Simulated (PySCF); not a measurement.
SMILES BCl (H₂BCl), B3LYP/def2-SVP optimised geometry. Atoms within 1.6 Å of the plane z = 0.6 Å (x, y, z in Å): B1 (-0.59, 0.00, 0.00), H2 (-1.16, -1.06, 0.00), H3 (-1.16, 1.06, 0.00), Cl4 (1.16, 0.00, 0.00).

Computed with B3LYP/def2-TZVP run with PySCF.

Map of the deformation density (molecule minus spherical neutral atoms) (e/bohr³) on the plane z = 0.6 Å:

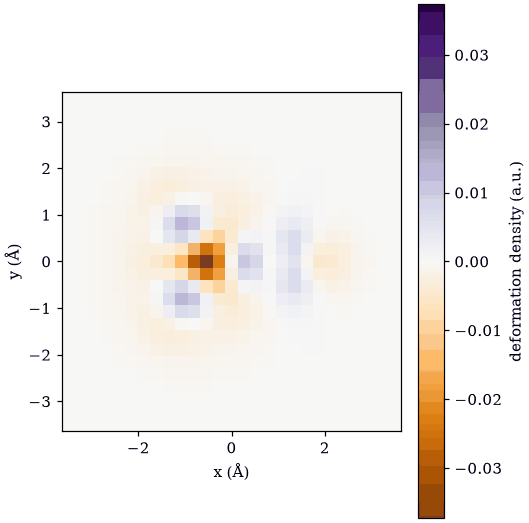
Figure. Deformation density (molecule minus spherical neutral atoms) (e/bohr³) on the plane z = 0.6 Å.
